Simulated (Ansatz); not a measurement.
# SiH₃Cl + CH₃ radical: a complex and its separated parts, part 2 of 2

Ansatz 0.2.0, Gaussian basis. Earlier steps stand in the parts before.

## (13) CAM-B3LYP-D4/def2-TZVPP

The inputs:

parta/in.yaml

```yaml
crystal:
  periodic: [false, false, false]
  atoms:
    - {symbol: Cl, position_ang: [0.333957, -0.149519, 0.376122]}
    - {symbol: Si, position_ang: [1.639660, -0.726874, 1.852564]}
    - {symbol: H, position_ang: [0.880388, -0.895005, 3.112676]}
    - {symbol: H, position_ang: [2.670013, 0.325318, 2.007197]}
    - {symbol: H, position_ang: [2.265801, -2.007668, 1.452363]}
basis:
  gaussian: {orbitals: def2-TZVPP}
hamiltonian: {xc: {name: CAM-B3LYP}, dispersion: d4}
```

partb/in.yaml

```yaml
crystal:
  periodic: [false, false, false]
  atoms:
    - {symbol: C, position_ang: [-1.947498, 0.863453, -2.200276]}
    - {symbol: H, position_ang: [-1.497509, 0.150195, -2.875096]}
    - {symbol: H, position_ang: [-1.564349, 1.871866, -2.146258]}
    - {symbol: H, position_ang: [-2.780464, 0.568237, -1.579292]}
basis:
  gaussian: {orbitals: def2-TZVPP}
magnetization: {spin_polarized: true, initial_magnetization: 1}
hamiltonian: {xc: {name: CAM-B3LYP}, dispersion: d4}
```

Each run has its own folder and the same command.

On the command line:

```
ansatz run in.yaml --threads 4 --pin off --events-out ev --progress --plain --max-ram 9574MiB
```

parta printed, shortened:

```text
Functional definition: CAM-B3LYP
  name "CAM-B3LYP"
  cite "Yanai, Tew & Handy, Chem. Phys. Lett. 393, 51 (2004) doi:10.1016/j.cplett.2004.06.011"
  cite "Iikura, Tsuneda, Yanai & Hirao, J. Chem. Phys. 115, 3540 (2001) doi:10.1063/1.1383587"
  cite "Becke, Phys. Rev. A 38, 3098 (1988) doi:10.1103/PhysRevA.38.3098"
  cite "Lee, Yang & Parr, Phys. Rev. B 37, 785 (1988) doi:10.1103/PhysRevB.37.785"
[...]
  # Exact exchange under (alpha + beta erf(omega r))/r, Becke's under what is left of 1/r.
[...]
781 factors; their error is unknown
171 factors; integrals over basis functions are off by at most 1.7e-5 eV
[...]
mean field -20451.42964117 eV, -751.5761768360 hartree, gradient 2.1e-5 eV, S^2 0.000000; 0 other end points of the search recorded, 0 dependent functions left out
reference -20451.42975035 eV, -751.5761808485 hartree; 17, 17 occupied and 109, 109 virtual orbitals, 781 factors
Total energy: -20451.49298338 eV, -751.5785046194 hartree
```

Log of partb, shortened:

```text
[... 6 set-up lines as earlier in the session ...]
[...]
  # Exact exchange under (alpha + beta erf(omega r))/r, Becke's under what is left of 1/r.
[...]
357 factors; their error is unknown
102 factors; integrals over basis functions are off by at most 1.4e-5 eV
[...]
mean field -1083.78481706 eV, -39.8283574111 hartree, gradient 6.8e-5 eV, S^2 0.753645; 0 other end points of the search recorded, 0 dependent functions left out
reference -1083.78490253 eV, -39.8283605521 hartree; 5, 4 occupied and 68, 69 virtual orbitals, 357 factors
Total energy: -1083.79741777 eV, -39.8288204787 hartree
```

Wall times: 0.5 s (parta), 0.25 s (partb) on 4 threads of Intel Xeon 6975P-C, shared host.

## (14) wB97X-V/def2-TZVPP

The same edit goes into each in.yaml of step 13 (parta, partb):

```diff
-hamiltonian: {xc: {name: CAM-B3LYP}, dispersion: d4}
+hamiltonian: {xc: {name: wB97X-V}}
```

The same command starts each run, in its folder.

On the command line:

```
ansatz run in.yaml --threads 4 --pin off --events-out ev --progress --plain --max-ram 9574MiB
```

Log of parta, shortened:

```text
Functional definition: wB97X-V
  name "wB97X-V"
  cite "Mardirossian & Head-Gordon, Phys. Chem. Chem. Phys. 16, 9904 (2014) doi:10.1039/C3CP54374A"
[... 2 set-up lines as earlier in the session ...]
[...]
      + integral(e_c_pw_opposite_spin*poly(b97_u_opposite, cos0, cos1)) + vv10(b, c)
778 factors; their error is unknown
157 factors; integrals over basis functions are off by at most 3.6e-5 eV
[...]
mean field -20447.80855993 eV, -751.4431045551 hartree, gradient 2.6e-5 eV, S^2 0.000000; 0 other end points of the search recorded, 0 dependent functions left out
reference -20447.80855826 eV, -751.4431044937 hartree; 17, 17 occupied and 109, 109 virtual orbitals, 778 factors
Total energy: -20447.80855826 eV, -751.4431044937 hartree
```

partb printed, shortened:

```text
[... 5 set-up lines as earlier in the session ...]
[...]
      + integral(e_c_pw_opposite_spin*poly(b97_u_opposite, cos0, cos1)) + vv10(b, c)
357 factors; their error is unknown
102 factors; integrals over basis functions are off by at most 1.7e-5 eV
[...]
mean field -1084.01290255 eV, -39.8367393983 hartree, gradient 1.4e-5 eV, S^2 0.753098; 0 other end points of the search recorded, 0 dependent functions left out
reference -1084.01290183 eV, -39.8367393720 hartree; 5, 4 occupied and 68, 69 virtual orbitals, 357 factors
Total energy: -1084.01290183 eV, -39.8367393720 hartree
```

They took 1 s (parta), 0.4 s (partb) on 4 threads of Intel Xeon 6975P-C, shared host.

## (15) wB97M-V/def2-TZVPP

Each input of step 14 (parta, partb) changes in the same lines:

```diff
-hamiltonian: {xc: {name: wB97X-V}}
+hamiltonian: {xc: {name: wB97M-V}}
```

Each run has its own folder and the same command.

On the command line:

```
ansatz run in.yaml --threads 4 --pin off --events-out ev --progress --plain --max-ram 9574MiB
```

Log of parta, shortened:

```text
Functional definition: wB97M-V
  name "wB97M-V"
  cite "Mardirossian & Head-Gordon, J. Chem. Phys. 144, 214110 (2016) doi:10.1063/1.4952647"
[... 2 set-up lines as earlier in the session ...]
  # Of w^i u^j: cxij and so on, Table III.
[...]
  gx(w, u) = 1 - cx + cx01*u + cx10*w
[...]
      + integral(e_c_pw_mod_opposite_spin*gos(b97_w_opposite, b97_u_opposite)) + vv10(b, c)
778 factors; their error is unknown
157 factors; integrals over basis functions are off by at most 3.6e-5 eV
[...]
mean field -20449.42492819 eV, -751.5025049928 hartree, gradient 1.9e-5 eV, S^2 0.000000; 0 other end points of the search recorded, 0 dependent functions left out
reference -20449.42496880 eV, -751.5025064853 hartree; 17, 17 occupied and 109, 109 virtual orbitals, 778 factors
Total energy: -20449.42496880 eV, -751.5025064853 hartree
```

Log of partb, shortened:

```text
[... 5 set-up lines as earlier in the session ...]
  # Of w^i u^j: cxij and so on, Table III.
[...]
  gx(w, u) = 1 - cx + cx01*u + cx10*w
[...]
      + integral(e_c_pw_mod_opposite_spin*gos(b97_w_opposite, b97_u_opposite)) + vv10(b, c)
357 factors; their error is unknown
102 factors; integrals over basis functions are off by at most 1.7e-5 eV
[...]
mean field -1083.52988292 eV, -39.8189887543 hartree, gradient 8.2e-6 eV, S^2 0.753186; 0 other end points of the search recorded, 0 dependent functions left out
reference -1083.52991332 eV, -39.8189898715 hartree; 5, 4 occupied and 68, 69 virtual orbitals, 357 factors
Total energy: -1083.52991332 eV, -39.8189898715 hartree
```

Wall times: 1 s (parta), 0.4 s (partb) on 4 threads of Intel Xeon 6975P-C, shared host.

## (16) B2PLYP/def2-TZVPP

The same edit goes into each in.yaml of step 15 (parta, partb):

```diff
-hamiltonian: {xc: {name: wB97M-V}}
+hamiltonian: {xc: {name: B2PLYP}}
```

One command serves all of them, each in its own folder.

On the command line:

```
ansatz run in.yaml --threads 4 --pin off --events-out ev --progress --plain --max-ram 9574MiB
```

Log of parta, shortened:

```text
Functional definition: B2PLYP
  name "B2PLYP"
  cite "Grimme, J. Chem. Phys. 124, 034108 (2006) doi:10.1063/1.2148954"
[... 2 set-up lines as earlier in the session ...]
[...]
716 factors; integrals over basis functions are off by at most 7.6e-4 eV
[...]
mean field -20441.13995091 eV, -751.1980376937 hartree, gradient 2.0e-6 eV, S^2 0.000000; 0 other end points of the search recorded, 0 dependent functions left out
10 core orbitals not correlated: weight in the atoms' cores, before any rotation towards them, 1.000 or more for the frozen orbitals, at most 0.000 for the correlated occupied ones
reference -20441.14009371 eV, -751.1980429414 hartree; 7, 7 occupied and 109, 109 virtual orbitals, 716 factors
second order -10.62740083 eV of doubles, -0.00000000 eV of singles
Total energy: -20444.00949193 eV, -751.3034913812 hartree
```

partb printed, shortened:

```text
[... 5 set-up lines as earlier in the session ...]
[...]
412 factors; integrals over basis functions are off by at most 8.0e-4 eV
[...]
mean field -1081.94084415 eV, -39.7605926568 hartree, gradient 2.1e-6 eV, S^2 0.755812; 0 other end points of the search recorded, 0 dependent functions left out
1 core orbitals not correlated: weight in the atoms' cores, before any rotation towards them, 1.000 or more for the frozen orbitals, at most 0.000 for the correlated occupied ones
reference -1081.94095434 eV, -39.7605967059 hartree; 4, 3 occupied and 68, 69 virtual orbitals, 412 factors
second order -5.15442123 eV of doubles, -0.00000000 eV of singles
Total energy: -1083.33264807 eV, -39.8117405072 hartree
```

Wall times: 0.6 s (parta), 0.25 s (partb) on 4 threads of Intel Xeon 6975P-C, shared host.

## (17) PBE-QIDH/def2-TZVPP

Each input of step 16 (parta, partb) changes in the same lines:

```diff
-hamiltonian: {xc: {name: B2PLYP}}
+hamiltonian: {xc: {name: PBE-QIDH}}
```

Each run has its own folder and the same command.

On the command line:

```
ansatz run in.yaml --threads 4 --pin off --events-out ev --progress --plain --max-ram 9574MiB
```

parta printed, shortened:

```text
Functional definition: PBE-QIDH
  name "PBE-QIDH"
  cite "Brémond, Sancho-García, Pérez-Jiménez & Adamo, J. Chem. Phys. 141, 031101 (2014) doi:10.1063/1.4890314"
[... 1 set-up line as earlier in the session ...]
[...]
716 factors; integrals over basis functions are off by at most 7.6e-4 eV
[...]
mean field -20435.53699061 eV, -750.9921327005 hartree, gradient 3.1e-6 eV, S^2 0.000000; 0 other end points of the search recorded, 0 dependent functions left out
10 core orbitals not correlated: weight in the atoms' cores, before any rotation towards them, 1.000 or more for the frozen orbitals, at most 0.000 for the correlated occupied ones
reference -20435.53700131 eV, -750.9921330938 hartree; 7, 7 occupied and 109, 109 virtual orbitals, 716 factors
second order -9.87447931 eV of doubles, -0.00000000 eV of singles
Total energy: -20438.82849442 eV, -751.1130932343 hartree
```

Output in partb, shortened:

```text
[... 4 set-up lines as earlier in the session ...]
[...]
412 factors; integrals over basis functions are off by at most 8.0e-4 eV
[...]
mean field -1081.25277556 eV, -39.7353066023 hartree, gradient 3.2e-6 eV, S^2 0.757545; 0 other end points of the search recorded, 0 dependent functions left out
1 core orbitals not correlated: weight in the atoms' cores, before any rotation towards them, 1.000 or more for the frozen orbitals, at most 0.000 for the correlated occupied ones
reference -1081.25278371 eV, -39.7353069020 hartree; 4, 3 occupied and 68, 69 virtual orbitals, 412 factors
second order -4.79943677 eV of doubles, -0.00000000 eV of singles
Total energy: -1082.85259597 eV, -39.7940989180 hartree
```

Wall times: 0.6 s (parta), 0.25 s (partb) on 4 threads of Intel Xeon 6975P-C, shared host.

## (18) RPA on PBE/def2-TZVPP

Each input of step 17 (parta, partb) changes in the same lines:

```diff
-hamiltonian: {xc: {name: PBE-QIDH}}
+hamiltonian: {xc: pbe}
+correlation: {method: rpa}
```

The same command starts each run, in its folder.

On the command line:

```
ansatz run in.yaml --threads 4 --pin off --events-out ev --progress --plain --max-ram 9574MiB
```

Log of parta, shortened:

```text
[... 4 set-up lines as earlier in the session ...]
[...]
716 factors; integrals over basis functions are off by at most 7.6e-4 eV
[...]
mean field -20441.42563406 eV, -751.2085363559 hartree, gradient 9.8e-6 eV, S^2 0.000000; 0 other end points of the search recorded, 0 dependent functions left out
10 core orbitals not correlated: weight in the atoms' cores, before any rotation towards them, 1.000 or more for the frozen orbitals, at most 0.000 for the correlated occupied ones
reference -20414.51034460 eV, -750.2194177119 hartree; 7, 7 occupied and 109, 109 virtual orbitals, 716 factors
Total energy: -20430.37445876 eV, -750.8024131541 hartree
```

Log of partb, shortened:

```text
[... 4 set-up lines as earlier in the session ...]
[...]
412 factors; integrals over basis functions are off by at most 8.0e-4 eV
[...]
mean field -1082.71361377 eV, -39.7889914162 hartree, gradient 2.0e-6 eV, S^2 0.753734; 0 other end points of the search recorded, 0 dependent functions left out
1 core orbitals not correlated: weight in the atoms' cores, before any rotation towards them, 1.000 or more for the frozen orbitals, at most 0.000 for the correlated occupied ones
reference -1076.79320593 eV, -39.5714204414 hartree; 4, 3 occupied and 68, 69 virtual orbitals, 412 factors
Total energy: -1084.93954402 eV, -39.8707928443 hartree
```

They took 0.55 s (parta), 0.25 s (partb) on 4 threads of Intel Xeon 6975P-C, shared host.

## (19) CCSD(T)/def2-TZVPP

parta/in.yaml, as its differences from that of step 18:

```diff
@@ -10,3 +10,2 @@
   gaussian: {orbitals: def2-TZVPP}
-hamiltonian: {xc: pbe}
-correlation: {method: rpa}
+correlation: {method: ccsd_t}
```

partb/in.yaml, as its differences from that of step 18:

```diff
@@ -10,3 +10,3 @@
 magnetization: {spin_polarized: true, initial_magnetization: 1}
-hamiltonian: {xc: pbe}
-correlation: {method: rpa}
+correlation: {method: ccsd_t}
+scf: {omitted_lower_state_checks: [cluster_reference]}
```

Each run has its own folder and the same command.

On the command line:

```
ansatz run in.yaml --threads 4 --pin off --events-out ev --progress --plain --max-ram 9574MiB
```

Log of parta, shortened:

```text
Functional definition: HF
  name "HF"
  cite "Fock, Z. Phys. 61, 126 (1930) doi:10.1007/BF01340294"
[... 1 set-up line as earlier in the session ...]
[...]
716 factors; integrals over basis functions are off by at most 7.6e-4 eV
[...]
mean field -20415.29441171 eV, -750.2482316467 hartree, gradient 2.2e-6 eV, S^2 0.000000; 0 other end points of the search recorded, 0 dependent functions left out
10 core orbitals not correlated: weight in the atoms' cores, before any rotation towards them, 1.000 or more for the frozen orbitals, at most 0.000 for the correlated occupied ones
reference -20415.29441171 eV, -750.2482316467 hartree; 7, 7 occupied and 109, 109 virtual orbitals, 716 factors
second order -8.72230341 eV of doubles, -0.00000000 eV of singles
cycle   1  -9.46500268 eV  change   -7.4e-1 eV  update   6.2e-2
[...]
cycle   8  -9.75733987 eV  change   -1.1e-5 eV  update   1.1e-5
perturbative correction -0.34574050 eV, -0.0127057291 hartree
Total energy: -20425.39749208 eV, -750.6195130023 hartree
```

Output in partb, shortened:

```text
[... 4 set-up lines as earlier in the session ...]
[...]
412 factors; integrals over basis functions are off by at most 8.0e-4 eV
[...]
mean field -1076.99024900 eV, -39.5786616406 hartree, gradient 1.5e-6 eV, S^2 0.761784; 0 other end points of the search recorded, 0 dependent functions left out
[...]
reference -1076.99024900 eV, -39.5786616406 hartree; 4, 3 occupied and 68, 69 virtual orbitals, 412 factors
second order -4.28926279 eV of doubles, -0.00000000 eV of singles
cycle   1  -4.70298132 eV  change   -4.1e-1 eV  update   3.9e-2
[...]
cycle   9  -4.85382585 eV  change    1.1e-6 eV  update   2.6e-6
perturbative correction -0.12743257 eV, -0.0046830607 hartree
Total energy: -1081.97150743 eV, -39.7617195114 hartree
Checks for a lower state left out: cluster_reference
```

They took 1.1 s (parta), 0.5 s (partb) on 4 threads of Intel Xeon 6975P-C, shared host; peak memory 0.52 GiB.

## (20) Vibrations of SiH₃Cl

Contents of vib-parta/in.yaml:

```yaml
crystal:
  periodic: [false, false, false]
  atoms:
    - {symbol: Cl, position_ang: [0.333957, -0.149519, 0.376122]}
    - {symbol: Si, position_ang: [1.639660, -0.726874, 1.852564]}
    - {symbol: H, position_ang: [0.880388, -0.895005, 3.112676]}
    - {symbol: H, position_ang: [2.670013, 0.325318, 2.007197]}
    - {symbol: H, position_ang: [2.265801, -2.007668, 1.452363]}
basis:
  gaussian: {orbitals: def2-TZVP}
hamiltonian: {xc: pbe0, dispersion: d4}
phonons: {temperatures: {t_min: 298.15, t_max: 900, t_step: 200}}
```

On the command line:

```
ansatz run in.yaml --threads 4 --pin off --events-out ev --progress --plain --max-ram 9574MiB
```

The log of the run, shortened:

```text
[... 5 set-up lines as earlier in the session ...]
[...]
668 factors; their error is unknown
[...]
mean field -20443.33419806 eV, -751.2786747891 hartree, gradient 1.5e-5 eV, S^2 0.000000; 0 other end points of the search recorded, 0 dependent functions left out
[...]
Atom 2 at     0.880388    -0.895005     3.112676 Å, force     0.000158     0.000093    -0.000507 eV/Å
Atom 3 at     2.670013     0.325318     2.007197 Å, force    -0.000422    -0.000304    -0.000147 eV/Å
Atom 4 at     2.265801    -2.007668     1.452363 Å, force    -0.000291     0.000455     0.000033 eV/Å
Dipole moment:     0.166881    -0.073792     0.188706 e Å
Vibrations: 551.82 656.38 656.40 943.72 947.29 947.30 2248.75 2260.99 2261.02 cm⁻¹, zero-point energy 0.711277 eV
```

Run time: 4 s. Hardware: 4 threads of Intel Xeon 6975P-C, shared host.

The modes, with what each moves most:

| mode | wavenumber (cm⁻¹) | character |
| --- | --- | --- |
| 1 | 552 | Si–Cl stretch |
| 2 | 656 | bend |
| 3 | 656 | bend |
| 4 | 944 | bend |
| 5 | 947 | bend |
| 6 | 947 | bend |
| 7 | 2249 | Si–H stretch |
| 8 | 2261 | Si–H stretch |
| 9 | 2261 | Si–H stretch |

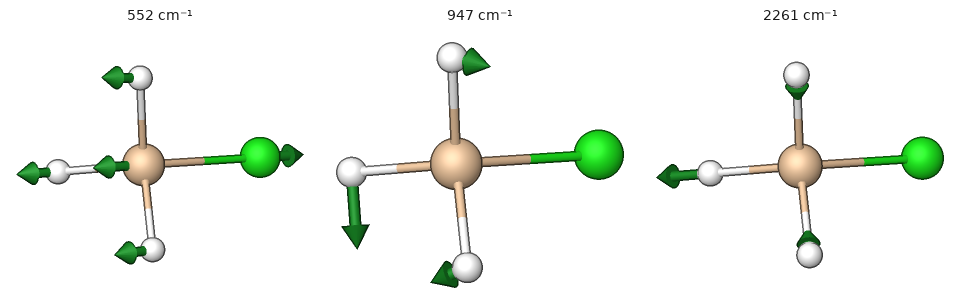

How the atoms move in 3 of the modes.

Vibrational sums (real modes only):

| T (K) | entropy (J/mol/K) | heat capacity (J/mol/K) |
| --- | --- | --- |
| 298 | 6.8 | 18.0 |
| 498 | 20.2 | 34.6 |
| 698 | 33.8 | 45.4 |
| 898 | 46.1 | 52.9 |

## (21) Vibrations of CH₃ radical

Contents of vib-partb/in.yaml:

```yaml
crystal:
  periodic: [false, false, false]
  atoms:
    - {symbol: C, position_ang: [-1.947498, 0.863453, -2.200276]}
    - {symbol: H, position_ang: [-1.497509, 0.150195, -2.875096]}
    - {symbol: H, position_ang: [-1.564349, 1.871866, -2.146258]}
    - {symbol: H, position_ang: [-2.780464, 0.568237, -1.579292]}
basis:
  gaussian: {orbitals: def2-TZVP}
magnetization: {spin_polarized: true, initial_magnetization: 1}
hamiltonian: {xc: pbe0, dispersion: d4}
phonons: {temperatures: {t_min: 298.15, t_max: 900, t_step: 200}}
```

On the command line:

```
ansatz run in.yaml --threads 4 --pin off --events-out ev --progress --plain --max-ram 9574MiB
```

The log of the run, shortened:

```text
[... 5 set-up lines as earlier in the session ...]
[...]
312 factors; their error is unknown
[...]
mean field -1082.98651177 eV, -39.7990202331 hartree, gradient 8.6e-6 eV, S^2 0.754652; 0 other end points of the search recorded, 0 dependent functions left out
[...]
Atom 1 at    -1.497509     0.150195    -2.875096 Å, force    -0.000015    -0.000067    -0.000110 eV/Å
Atom 2 at    -1.564349     1.871866    -2.146258 Å, force    -0.000023     0.000125    -0.000029 eV/Å
Atom 3 at    -2.780464     0.568237    -1.579292 Å, force    -0.000213    -0.000040     0.000075 eV/Å
Dipole moment:     0.000025    -0.000011     0.000028 e Å
Vibrations: 526.25 1400.12 1400.13 3127.98 3311.15 3311.17 cm⁻¹, zero-point energy 0.810658 eV
```

It took 1.2 s on 4 threads of Intel Xeon 6975P-C, shared host.

The modes, with what each moves most:

| mode | wavenumber (cm⁻¹) | character |
| --- | --- | --- |
| 1 | 526 | out-of-plane bend |
| 2 | 1400 | bend |
| 3 | 1400 | bend |
| 4 | 3128 | C–H stretch |
| 5 | 3311 | C–H stretch |
| 6 | 3311 | C–H stretch |

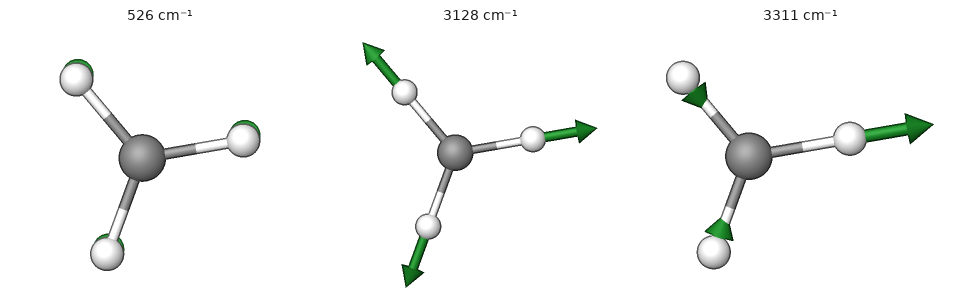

How the atoms move in 3 of the modes.

Vibrational sums (real modes only):

| T (K) | entropy (J/mol/K) | heat capacity (J/mol/K) |
| --- | --- | --- |
| 298 | 2.6 | 5.9 |
| 498 | 7.1 | 12.0 |
| 698 | 12.1 | 17.6 |
| 898 | 17.1 | 22.7 |

## (22) Complex less separated parts

The complex's own energies come from single points at the same levels.

Rows are in def2-TZVPP; times add the 3 runs of a level on a shared host, so small differences are noise.

Differences are taken before rounding.

| method | rung | complex less parts (kcal/mol) | from CCSD(T) (kcal/mol) | time |
| --- | --- | --- | --- | --- |
| SPW92 | LDA | -1.17 | -0.91 | 1 s |
| PBE-D4 | GGA | -0.80 | -0.54 | 1.7 s |
| BLYP-D4 | GGA | -0.58 | -0.32 | 1.7 s |
| r2SCAN-D4 | meta-GGA | -0.47 | -0.21 | 2.6 s |
| B97M-V | meta-GGA | -0.66 | -0.41 | 4.5 s |
| PBE0-D4 | hybrid | -0.60 | -0.34 | 2.1 s |
| B3LYP-D4 | hybrid | -0.56 | -0.31 | 2.1 s |
| r2SCAN0-D4 | hybrid | -0.44 | -0.18 | 3 s |
| BHLYP-D4 | hybrid | -0.51 | -0.25 | 2.1 s |
| CAM-B3LYP-D4 | range-separated hybrid | -0.52 | -0.26 | 2.4 s |
| wB97X-V | range-separated hybrid | -0.42 | -0.16 | 4.5 s |
| wB97M-V | range-separated hybrid | -0.41 | -0.16 | 4.7 s |
| B2PLYP | double hybrid | 0.05 | +0.30 | 2.8 s |
| PBE-QIDH | double hybrid | -0.12 | +0.14 | 2.6 s |
| RPA on PBE | RPA | 0.00 | +0.25 | 3 s |
| Hartree-Fock | wavefunction | 0.59 | +0.85 |  |
| MP2 | wavefunction | -0.27 | -0.02 |  |
| CCSD | wavefunction | -0.14 | +0.12 |  |
| CCSD(T) | wavefunction | -0.26 | 0 | 34 s |

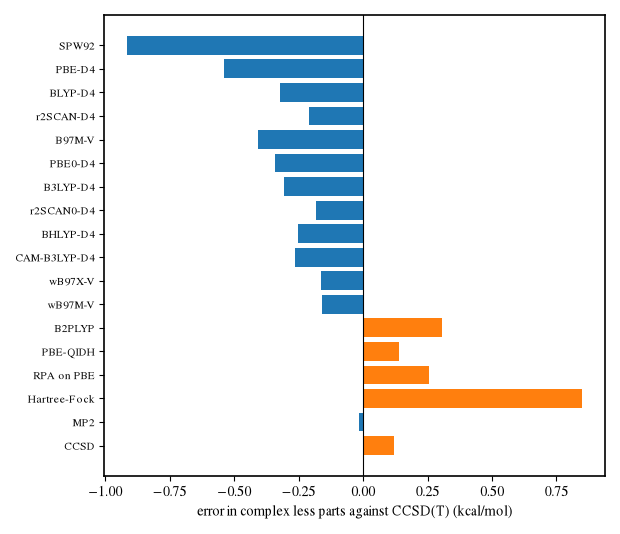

Deviations from CCSD(T), method by method.

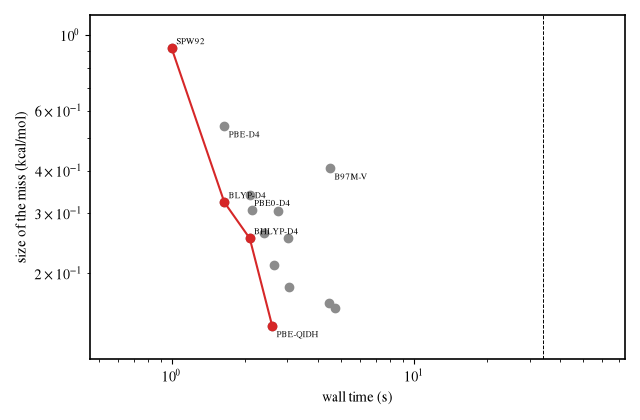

Miss against cost. Red marks the levels that no quicker level drawn beats (of those quicker than the yardstick), and the dashed line is the time of CCSD(T). Only those levels and the largest misses are named. Times are from a shared host.

For cost: PBE-QIDH gets within 0.14 kcal/mol in 2.6 s, where CCSD(T) took 34 s; the quickest level in the cost chart, SPW92, takes 1 s and misses by 0.91 kcal/mol.

The complex's zero-point energy, from a separate PBE0-D4 run, is 1.527 eV.

## (23) What came out

This closing draws on all 2 parts.

| quantity | value |
| --- | --- |
| complex less parts, CCSD(T)/def2-TZVPP | -0.26 kcal/mol |
| with zero-point energy | -0.13 kcal/mol |
| largest T1 diagnostic | 0.009 |

At CCSD(T) the complex lies 0.26 kcal/mol below its parts. PBE-QIDH is the best functional here (+0.14 kcal/mol from CCSD(T)); SPW92 is the worst (-0.91 kcal/mol). By rung, the mean size of the error is: LDA 0.91, GGA 0.43, meta-GGA 0.31, hybrid 0.27, range-separated hybrid 0.20, double hybrid 0.22 kcal/mol. PBE-D4 gives a relative energy 0.54 kcal/mol too low, an error of 211 % of the reference. The complex's frequency run has imaginary modes: the structure is no minimum, so both the energy and the zero-point correction are in doubt. No counterpoise was applied, and triple zeta lacks some correlation, so the CCSD(T) reference has a basis error of its own, and close matches with it are partly luck.
